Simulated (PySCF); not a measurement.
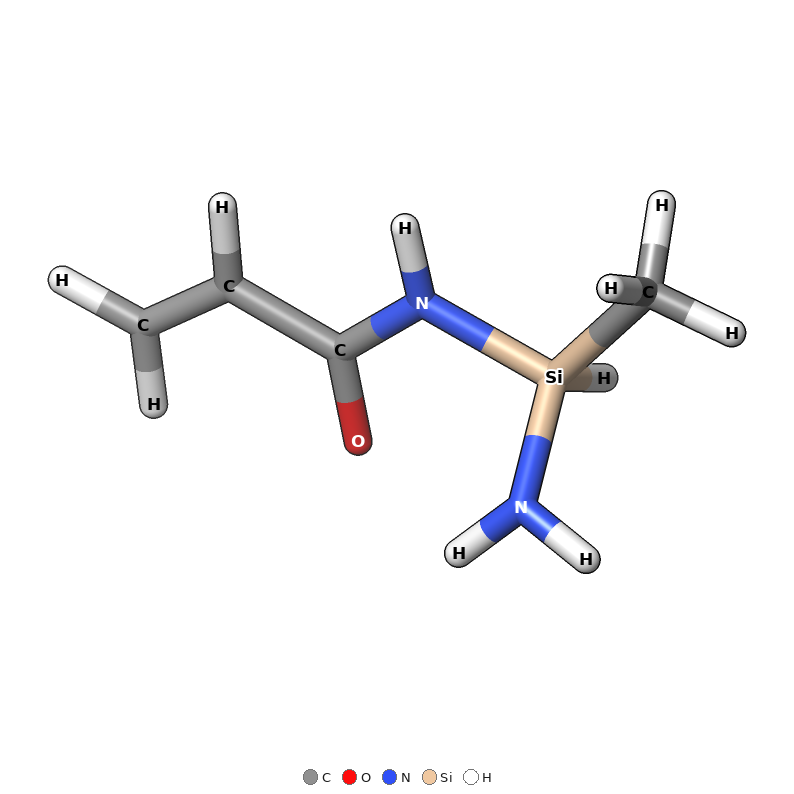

The geometry was computed by an optimisation with GFN2-xTB. No frequency run is at hand to confirm it as a minimum. Method: PBE0/def2-SVPD, gas phase (PySCF 2.14.0). Excitations: vertical, linear response.

Predict the main results.

The species is C4H10N2OSi (`C=CC(=O)N[Si@@H](C)N`).
- dipole moment: 2.51 D
- HOMO energy (Kohn–Sham orbital): −7.33 eV
- LUMO energy (Kohn–Sham orbital): −1.25 eV
- HOMO–LUMO gap: 6.07 eV
- mean static polarisability: 93.7 bohr³
- lowest vertical singlet excitation: 4.62 eV
- its oscillator strength: 0.000
- brightest of the 6 lowest singlets: 6.47 eV
- its oscillator strength: 0.48

The geometry is semi-empirical. Around Si such bond lengths and angles can be off by a tenth of an ångström or more and by several degrees, and values that hang on the shape move with them.
